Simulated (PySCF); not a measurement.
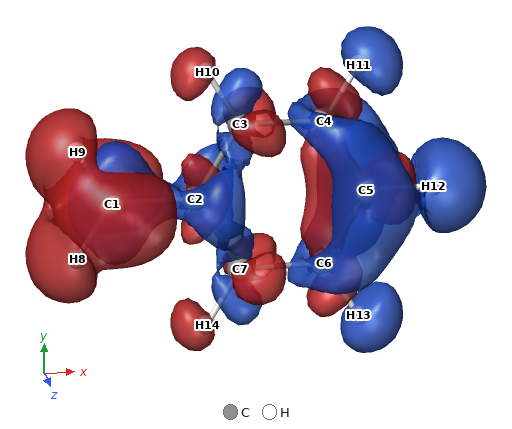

Figure. C7H7, charge +1, SMILES `[CH2+]c1ccccc1`. Change of the electron density in a uniform field of 0.21 V/Å, surfaces at ±0.002 e/Å³ (blue: gain, red: loss).

Computed with PySCF, ωB97X/def2-SVP, geometry: GFN2-xTB. No frequency check shows the geometry to be a minimum. A basis without diffuse functions makes polarisabilities too small.

Cartesian coordinates (Å):

```
C1      -2.3518    0.0001    0.0000
C2      -0.9881   -0.0000    0.0000
C3      -0.2509    1.2359    0.0000
C4       1.1182    1.2216    0.0000
C5       1.8048    0.0000    0.0000
C6       1.1181   -1.2216    0.0000
C7      -0.2510   -1.2358    0.0000
H8      -2.9176   -0.9208    0.0000
H9      -2.9176    0.9210    0.0000
H10     -0.7986    2.1669    0.0000
H11      1.6754    2.1464    0.0000
H12      2.8862   -0.0000    0.0000
H13      1.6752   -2.1465    0.0000
H14     -0.7988   -2.1668    0.0000
```

### Along which Cartesian direction does the field point?

Along −x: electrons gather on the +x side, against the field.

### What dipole is induced, and what polarisability does it imply?

The induced dipole is 1.12 D (along the field); α along this axis, from the fields in both directions, is 111 bohr³ (16.5 Å³).

### Which atoms gain and lose the most charge?

Electrons gather most on C5 (Hirshfeld charge changes by −0.015 e) and leave C1 most (+0.021 e); 0.082 electrons are displaced in all.

The PySCF run took 52 s on 1 thread of Arm Neoverse V2, with other jobs on the host, peak memory 0.71 GiB.
